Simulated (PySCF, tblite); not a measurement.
# C6H9FSSi: geometry, infrared bands and NMR shifts

Wanted: the infrared bands and NMR shifts of C6H9FSSi (`CC#C/C(C)=C(\F)[SiH2]S`), by calculation.

The runs use tblite 0.8.0 and PySCF 2.14.0, with density-fitted response routines of our own; the level of theory stands in each step. All values are computed, except where a source is named. Atoms count from 0, in the outputs and in this text.

## (1) Starting geometry

18 atoms, charge 0, multiplicity 1; geometry from: force field or distance geometry start.

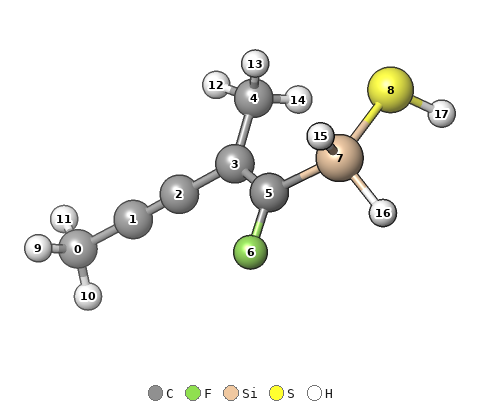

As it starts; carbon grey, fluorine green, silicon light orange, sulfur yellow, hydrogen white, atoms numbered.

## (2) Optimising the geometry with GFN2-xTB

Job settings and geometry (Å):

```
{"job": {"kind": "relax", "xc": "GFN2-xTB", "basis": "xTB"}, "charge": 0, "multiplicity": 1}
C     -4.011200    -0.176300    -0.506000
C     -2.564400    -0.100400    -0.401200
C     -1.348100    -0.031600    -0.295800
C      0.091200     0.088100    -0.216100
C      0.735700     1.435200    -0.150600
C      0.865200    -0.990500    -0.168500
F      0.244900    -2.209800    -0.217000
Si     2.688300    -0.952700    -0.047800
S      3.653400     0.751900    -0.805900
H     -4.409800    -0.503400     0.484000
H     -4.343900    -0.803700    -1.341700
H     -4.393400     0.860900    -0.742100
H     -0.131800     2.148000    -0.168700
H      1.348600     1.583600     0.753300
H      1.276700     1.662900    -1.095600
H      3.054800    -1.285700     1.354300
H      3.150400    -2.127000    -0.840800
H      4.084500     0.656900    -2.135000
```

Launch:

```
OMP_NUM_THREADS=1 python probes_run.py task.json out
```

The driver reads the jobs from task.json and runs them one after another.

What it wrote:

```text
step      E/eV     max force
  0    -736.36632    2.715
  1    -736.62403    2.696
  2    -736.61819    4.996
  3    -736.80441    0.759
  4    -736.85019    0.561
  5    -736.91594    1.064
  6    -736.94410    0.485
  7    -736.97035    0.381
  8    -736.99519    0.602
  9    -737.01613    0.542
 10    -737.02827    0.225
 11    -737.03662    0.172
 12    -737.04211    0.276
 13    -737.04597    0.209
 14    -737.04950    0.144
 15    -737.05371    0.165
 16    -737.05802    0.256
 17    -737.06099    0.181
 18    -737.06264    0.094
 19    -737.06407    0.112
 20    -737.06609    0.219
 21    -737.06847    0.252
 22    -737.07037    0.165
 23    -737.07151    0.070
 24    -737.07243    0.085
 25    -737.07353    0.141
 26    -737.07467    0.131
 27    -737.07550    0.068
 28    -737.07603    0.055
 29    -737.07650    0.082
 30    -737.07709    0.095
 31    -737.07774    0.072
 32    -737.07832    0.074
 33    -737.07884    0.063
 34    -737.07937    0.083
 35    -737.07991    0.074
 36    -737.08037    0.051
 37    -737.08076    0.060
 38    -737.08117    0.052
 39    -737.08169    0.061
 40    -737.08233    0.061
 41    -737.08300    0.066
 42    -737.08367    0.079
 43    -737.08442    0.077
 44    -737.08533    0.060
 45    -737.08640    0.064
 46    -737.08748    0.071
 47    -737.08859    0.100
 48    -737.08985    0.108
 49    -737.09121    0.114
 50    -737.09239    0.100
 51    -737.09391    0.165
 52    -737.09549    0.145
 53    -737.09802    0.093
 54    -737.09936    0.078
 55    -737.10066    0.069
 56    -737.10100    0.106
 57    -737.10153    0.055
 58    -737.10177    0.037
 59    -737.10220    0.056
 60    -737.10243    0.064
 61    -737.10295    0.062
 62    -737.10339    0.046
 63    -737.10384    0.051
 64    -737.10423    0.058
 65    -737.10471    0.067
 66    -737.10528    0.104
 67    -737.10548    0.059
 68    -737.10615    0.071
 69    -737.10648    0.068
 70    -737.10747    0.062
 71    -737.10824    0.089
 72    -737.10972    0.117
 73    -737.11085    0.090
 74    -737.11199    0.065
 75    -737.11272    0.064
 76    -737.11386    0.078
 77    -737.11535    0.099
 78    -737.11704    0.098
 79    -737.11845    0.113
 80    -737.11960    0.096
 81    -737.12116    0.109
 82    -737.12354    0.132
 83    -737.12512    0.113
 84    -737.12688    0.106
 85    -737.12820    0.104
 86    -737.12926    0.136
 87    -737.13080    0.120
 88    -737.13278    0.136
 89    -737.13527    0.124
 90    -737.13613    0.087
 91    -737.13691    0.112
 92    -737.13759    0.056
 93    -737.13813    0.047
 94    -737.13902    0.049
 95    -737.13978    0.066
 96    -737.14033    0.068
 97    -737.14076    0.046
 98    -737.14107    0.036
 99    -737.14133    0.039
100    -737.14151    0.034
101    -737.14170    0.035
102    -737.14186    0.026
103    -737.14198    0.038
104    -737.14212    0.028
105    -737.14226    0.028
106    -737.14234    0.025
107    -737.14238    0.056
108    -737.14242    0.016
109    -737.14246    0.029
110    -737.14251    0.041
111    -737.14257    0.037
112    -737.14267    0.022
113    -737.14278    0.028
114    -737.14289    0.040
115    -737.14300    0.047
116    -737.14310    0.030
117    -737.14320    0.025
118    -737.14330    0.035
119    -737.14340    0.036
120    -737.14348    0.020
121    -737.14356    0.021
122    -737.14365    0.028
123    -737.14377    0.045
124    -737.14392    0.043
125    -737.14412    0.031
126    -737.14435    0.026
127    -737.14459    0.037
128    -737.14476    0.038
129    -737.14480    0.047
130    -737.14493    0.018
131    -737.14499    0.020
132    -737.14506    0.018
133    -737.14514    0.026
134    -737.14523    0.032
135    -737.14536    0.028
136    -737.14551    0.027
137    -737.14565    0.029
138    -737.14579    0.026
139    -737.14591    0.021
140    -737.14601    0.027
141    -737.14607    0.025
142    -737.14611    0.016
143    -737.14612    0.011
144    -737.14614    0.014
145    -737.14617    0.020
146    -737.14620    0.023
147    -737.14623    0.018
148    -737.14626    0.012
149    -737.14628    0.007
```

Run time: 2.3 s. Hardware: 1 thread of Arm Neoverse N1, shared host.

The steps of the relaxation: (not every step is listed) (the energy doesn't fall at every step)

```
step  energy from step 0 (eV)  largest force (eV/Å)
   0                   0.0000                2.7150
   1                  -0.2577                2.6963
   2                  -0.2519                4.9955
   3                  -0.4381                0.7590
   4                  -0.4839                0.5613
   5                  -0.5496                1.0637
   6                  -0.5778                0.4850
   7                  -0.6040                0.3813
   8                  -0.6289                0.6022
  21                  -0.7022                0.2524
  34                  -0.7131                0.0832
  47                  -0.7223                0.1003
  60                  -0.7361                0.0643
  73                  -0.7445                0.0903
  86                  -0.7629                0.1365
  99                  -0.7750                0.0393
 112                  -0.7763                0.0222
 125                  -0.7778                0.0305
 138                  -0.7795                0.0260
 144                  -0.7798                0.0140
 145                  -0.7799                0.0199
 146                  -0.7799                0.0233
 147                  -0.7799                0.0180
 148                  -0.7799                0.0116
 149                  -0.7800                0.0067
```

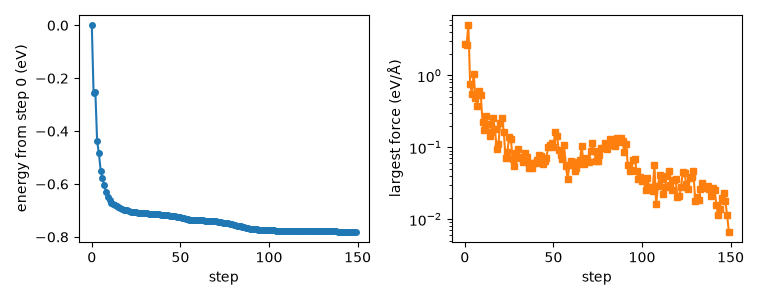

Energy and largest force along the relaxation.

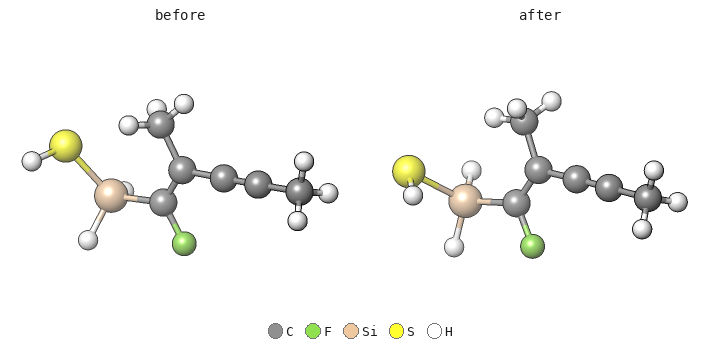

Before and after, at one scale.

Distances of close pairs at the start and the end, largest changes first:

```
   bond  before (Å)  after (Å)  change (Å)
 S8–H17       1.400      1.324      -0.076
 Si7–S8       2.100      2.159      +0.059
 C5–Si7       1.827      1.886      +0.058
 C0–H11       1.130      1.090      -0.040
Si7–H16       1.490      1.456      -0.035
  C2–C3       1.446      1.413      -0.034
 C4–H12       1.123      1.090      -0.033
Si7–H15       1.487      1.456      -0.031
```

The final coordinates are the input of the step that follows.

## (3) Harmonic vibrations with GFN2-xTB

Job settings and geometry (Å):

```
{"job": {"kind": "ir", "xc": "GFN2-xTB", "basis": "xTB"}, "charge": 0, "multiplicity": 1}
C     -3.882161    -0.180701    -0.726994
C     -2.462443    -0.044362    -0.510060
C     -1.278798     0.078928    -0.328632
C      0.114323     0.196927    -0.125265
C      0.630034     1.570154     0.169958
C      0.919393    -0.874236    -0.201844
F      0.345901    -2.088206    -0.466777
Si     2.786040    -1.014931     0.026660
S      3.810763     0.258752    -1.383774
H     -4.359732    -0.556157     0.178187
H     -4.066781    -0.884412    -1.538441
H     -4.319125     0.784073    -0.984245
H      0.168411     1.949268     1.081148
H      1.709610     1.568273     0.292206
H      0.364469     2.246846    -0.641714
H      3.238727    -0.509036     1.314510
H      3.155666    -2.397252    -0.242055
H      3.116944    -0.097608    -2.454044
```

What it wrote:

```text
mode    cm-1     km/mol
  1     -19.7      0.02
  2      38.1      1.95
  3      47.9      1.14
  4      71.0      0.91
  5      96.1      1.59
  6     113.7      5.89
  7     140.6     34.05
  8     186.6      0.69
  9     200.7      7.48
 10     252.4      2.24
 11     290.1      1.91
 12     296.9      0.26
 13     343.2      2.64
 14     376.7     26.18
 15     426.0      9.97
 16     469.9     90.81
 17     511.3     50.53
 18     532.1      1.25
 19     574.3      3.44
 20     623.9     16.70
 21     673.6    150.46
 22     739.5    269.18
 23     750.8    235.57
 24     786.0     33.75
 25    1013.3     19.62
 26    1020.6      4.52
 27    1027.5      2.11
 28    1038.3      6.60
 29    1080.3     73.12
 30    1101.8    133.71
 31    1312.0      1.52
 32    1388.4      3.04
 33    1397.0     10.46
 34    1448.2      6.60
 35    1449.4      7.04
 36    1459.8      4.98
 37    1470.6      9.67
 38    1628.1     55.09
 39    2326.1    297.27
 40    2331.8    135.89
 41    2362.1    138.43
 42    2468.7    112.63
 43    2999.4     18.26
 44    3002.9     19.50
 45    3007.6     14.28
 46    3009.4     28.20
 47    3021.9     12.97
 48    3051.2     25.15
```

Run time: 1.4 s. Hardware: 1 thread of Arm Neoverse N1, shared host.

Which atoms move in the most intense modes:

```
cm⁻¹  km/mol                         atoms
 674   150.5            H16 42 %, H17 42 %
 740   269.2  H17 29 %, H15 27 %, H16 27 %
 751   235.6            H15 52 %, H16 35 %
1102   133.7              C5 51 %, F6 11 %
2326   297.3            H15 65 %, H16 30 %
2332   135.9            H16 66 %, H15 32 %
2362   138.4              C1 50 %, C2 48 %
2469   112.6                      H17 97 %
```

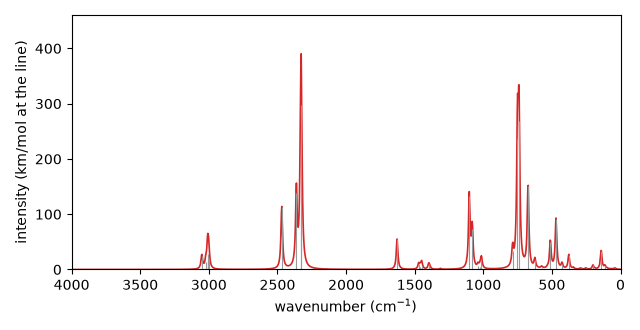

The infrared spectrum from these modes, unscaled. Lines are broadened to a width of 14 cm⁻¹ (Lorentzian).

## (4) Nuclear shieldings: PBE0/pcSseg-1

Same as in step 3 but for these lines:

```diff
@@ -1,2 +1,2 @@
-{"job": {"kind": "ir", "xc": "GFN2-xTB", "basis": "xTB"}, "charge": 0, "multiplicity": 1}
+{"job": {"kind": "nmr", "xc": "PBE0", "basis": "pcSseg-1"}, "charge": 0, "multiplicity": 1}
 C     -3.882161    -0.180701    -0.726994
```

With the program's defaults for keys left out, this is: GIAO PBE0/pcSseg-1 NMR shielding, non-relativistic, gas phase.

What it wrote:

```text
coarse grid: 16432 points
cycle   1  E = -1020.6861404813  dE =  1.096e+00  |g| = 5.605e-01  |ddm| = 4.317e+00
cycle   2  E = -1020.6457297373  dE =  4.041e-02  |g| = 7.339e-01  |ddm| = 1.450e+00
cycle   3  E = -1020.7531223025  dE = -1.074e-01  |g| = 1.285e-01  |ddm| = 8.951e-01
cycle   4  E = -1020.7567267631  dE = -3.604e-03  |g| = 4.927e-02  |ddm| = 1.697e-01
cycle   5  E = -1020.7572219917  dE = -4.952e-04  |g| = 2.139e-02  |ddm| = 5.591e-02
cycle   6  E = -1020.7573192402  dE = -9.725e-05  |g| = 6.304e-03  |ddm| = 2.297e-02
cycle   7  E = -1020.7573268009  dE = -7.561e-06  |g| = 3.059e-03  |ddm| = 7.212e-03
final grid: 150872 points
cycle   8  E = -1020.8201761080  dE = -3.708e-05  |g| = 8.540e-03  |ddm| = 7.087e-02
cycle   9  E = -1020.8201550733  dE =  2.103e-05  |g| = 1.267e-02  |ddm| = 2.025e-02
cycle  10  E = -1020.8201918856  dE = -3.681e-05  |g| = 2.878e-03  |ddm| = 1.237e-02
cycle  11  E = -1020.8201939172  dE = -2.032e-06  |g| = 4.805e-04  |ddm| = 2.803e-03
cycle  12  E = -1020.8201939604  dE = -4.326e-08  |g| = 2.174e-04  |ddm| = 7.192e-04
cycle  13  E = -1020.8201939715  dE = -1.103e-08  |g| = 5.302e-05  |ddm| = 2.335e-04
cycle  14  E = -1020.8201939721  dE = -6.119e-10  |g| = 1.754e-05  |ddm| = 7.598e-05
converged SCF energy = -1020.8201939721

GIAO shielding tensors (ppm)
atom      isotropic    diamagn.    paramagn.     s11        s22        s33       span
  0 C      180.776     254.520     -73.744    173.586    174.376    194.366     20.780
  1 C       77.562     268.976    -191.415     14.789     21.242    196.654    181.865
  2 C      106.050     250.323    -144.273     16.130     19.362    282.659    266.528
  3 C       60.554     271.197    -210.643    -45.108     77.113    149.657    194.765
  4 C      165.975     247.665     -81.690    154.710    161.920    181.294     26.584
  5 C       11.379     249.492    -238.113    -80.433     43.423     71.146    151.579
  6 F      268.288     478.107    -209.819    174.887    258.474    371.503    196.616
  7 Si     391.542     880.236    -488.694    349.988    409.593    415.045     65.057
  8 S      747.214    1057.324    -310.110    637.076    709.893    894.673    257.597
  9 H       29.428      29.172       0.255     24.416     27.661     36.206     11.790
 10 H       29.435      28.895       0.540     24.256     27.917     36.131     11.875
 11 H       29.496      28.308       1.187     24.323     27.859     36.306     11.983
 12 H       29.897      30.270      -0.373     25.903     27.908     35.882      9.979
 13 H       29.516      32.091      -2.574     23.924     29.572     35.053     11.129
 14 H       29.795      30.040      -0.245     26.491     27.799     35.094      8.603
 15 H       26.641      29.030      -2.389     23.483     24.808     31.634      8.151
 16 H       26.503      28.426      -1.923     22.110     25.318     32.081      9.971
 17 H       31.508      31.514      -0.006     23.855     28.224     42.444     18.589
```

Run time: 92 s. Hardware: 1 thread of Arm Neoverse N1, shared host; peak memory 0.94 GiB.

The references, computed at this level on geometries of the same kind, shield at (ppm): ¹H TMS 31.72, ¹³C TMS 186.9, ²⁹Si TMS 349.2, ¹⁹F CFCl3 170.9, ³³S CS2 504. Their shielding less the atom's gives the shift. The references are single molecules in the gas phase, so shifts against H2O, NH3, PH3, H3PO4 or CFCl3 are not on the usual liquid scales and can be off by tens of ppm. Atoms listed in one row are averaged.

```
        atoms                              environment  σ (ppm)  δ (ppm)  δ scaled to CDCl3
           C5          fully substituted alkene carbon     11.4    175.5              169.4
           C3          fully substituted alkene carbon     60.6    126.4              121.4
           C1                            alkyne carbon     77.6    109.4              104.8
           C2                            alkyne carbon    106.1     80.9               77.0
           C4                    allylic methyl carbon    166.0     20.9               18.5
           C0                propargylic methyl carbon    180.8      6.1                4.1
     H15, H16     hydrogen on a silicon bonded to C, S    26.57     5.14                  –
 H9, H10, H11  hydrogen on a propargylic methyl carbon    29.45     2.26               2.24
H12, H13, H14     hydrogen on an allylic methyl carbon    29.74     1.98               1.97
          H17        hydrogen on a sulfur bonded to Si    31.51     0.21                  –
           F6                         vinylic fluorine    268.3    -97.3                  –
          Si7              silicon bonded to C, S, 2 H    391.5    -42.4                  –
           S8                   sulfur bonded to Si, H      747     -243                  –
```

The scaled column applies a straight-line fit of computed shieldings to shifts measured in CDCl3, with any fitted terms for Cl, Br or S neighbours, and one for carbons that bear F (root-mean-square error 0.16 ppm for H, 1.9 ppm for C).

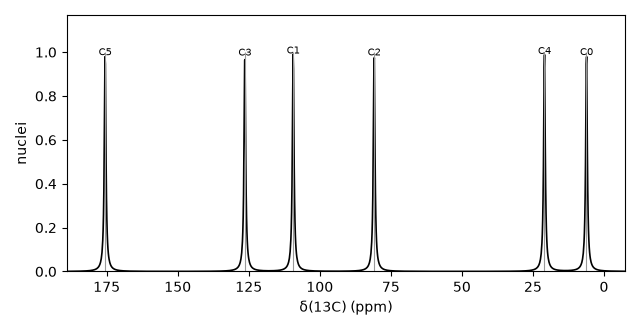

¹³C lines at the computed shifts, without couplings. Lines are broadened to a width of 0.68 ppm (Lorentzian).

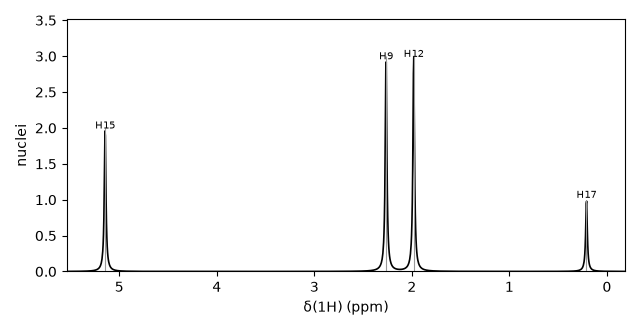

¹H lines at the computed shifts, without couplings. Lines are broadened to a width of 0.02 ppm (Lorentzian).

The run also stored atomic charges by several schemes (e):

```
atoms  Mulliken    IAO  Hirshfeld  ESP fit
   C0     -0.19  -0.44      -0.09    -0.57
   C1     -0.25  -0.02      -0.03     0.23
   C2      0.22  -0.07      -0.07    -0.36
   C3     -0.52  -0.02      -0.01     0.28
   C4     -0.13  -0.41      -0.11    -0.72
   C5      0.06  -0.02      -0.02    -0.06
   F6     -0.28  -0.28      -0.09    -0.15
  Si7      0.53   0.68       0.32     0.42
   S8     -0.38  -0.32      -0.14    -0.40
```

ESP fit charges:

C0 -0.57; C1 0.23; C2 -0.36; C3 0.28; C4 -0.72; C5 -0.06; F6 -0.15; Si7 0.42; S8 -0.40; H9 0.19; H10 0.19; H11 0.19; H12 0.23; H13 0.19; H14 0.22; H15 -0.03; H16 -0.08; H17 0.22

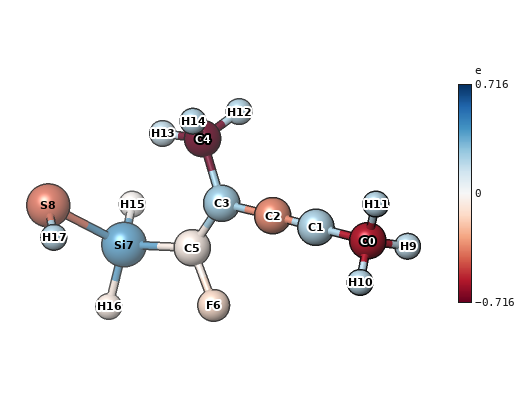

ESP fit charges, as colours on the atoms.

Mayer bond orders: C0–C1 1.24, C1–C2 2.32, C2–C3 1.11, C3–C4 1.09, C3–C5 1.67, C5–F6 0.92, C5–Si7 0.90, Si7–S8 1.01.

The fields below are evaluated on a grid from the run's orbitals.

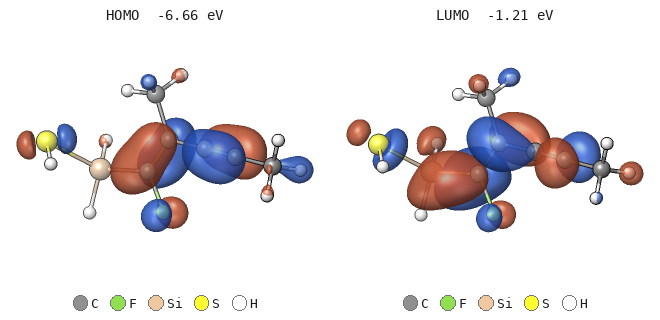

Frontier orbitals at PBE0/pcSseg-1; each surface holds 70 % of the orbital's density, blue and red mark the sign.

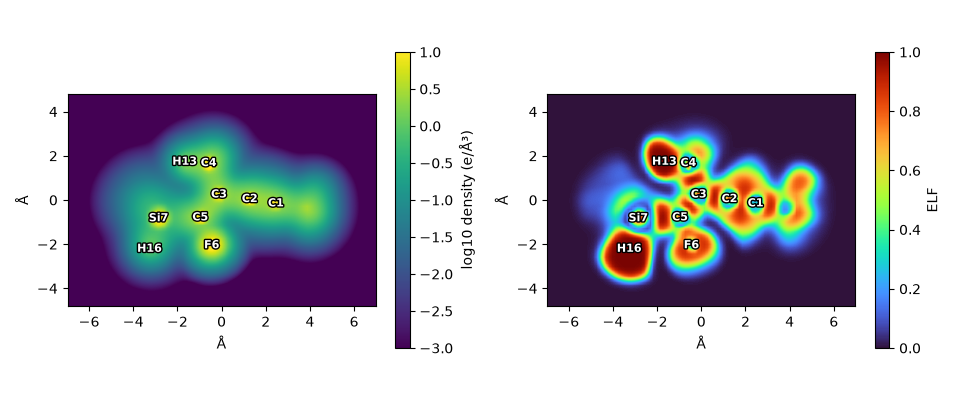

Density (left) and ELF (right) in a plane through or near 9 of the atoms.

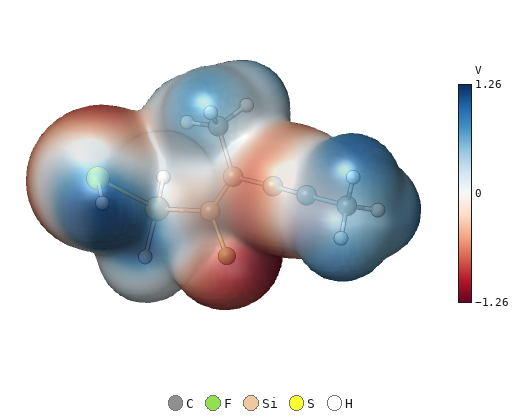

The potential that a unit positive charge feels on the 0.002 e/bohr³ surface, from -1.12 V near F6 to 1.26 V near H17.

## (5) Summary of results

| quantity | value |
| --- | --- |
| strongest single infrared mode (GFN2-xTB) | 2326 cm⁻¹, 297 km/mol |
| zero-point energy (GFN2-xTB) | 77.1 kcal/mol |
| ¹³C shifts against TMS (PBE0/pcSseg-1) | 175.5, 126.4, 109.4, 80.9, 20.9, 6.1 ppm |
| ¹H shifts against TMS (PBE0/pcSseg-1, means over atoms taken as alike) | 5.14, 2.26, 1.98, 0.21 ppm |
| ¹⁹F shifts against CFCl3 (PBE0/pcSseg-1) | -97.3 ppm |
| ²⁹Si shifts against TMS (PBE0/pcSseg-1) | -42.4 ppm |
| ³³S shifts against CS2 (PBE0/pcSseg-1) | -243 ppm |
| surface potential, least and greatest | -1.12 V and 1.26 V |

**Reading.** Over 149 steps the energy fell by 0.780 eV; of the close pairs, S8–H17 changed most, 1.400 to 1.324 Å. The lowest mode is slightly imaginary (20i cm⁻¹), a soft motion within the noise of the Hessian, so the minimum is not strictly shown. The strongest single mode, at 2326 cm⁻¹, moves mainly H15. GFN2-xTB is a fitted tight-binding method: band positions and strengths are rough. Its intensities can rank the bands wrongly. At PBE0/pcSseg-1, counted by nearest atom on the grid, the HOMO lies on C1, C5 about 24 % each; C2, C3 about 14 % each, the LUMO on C3, C5 about 21 % each; C1 14 %.
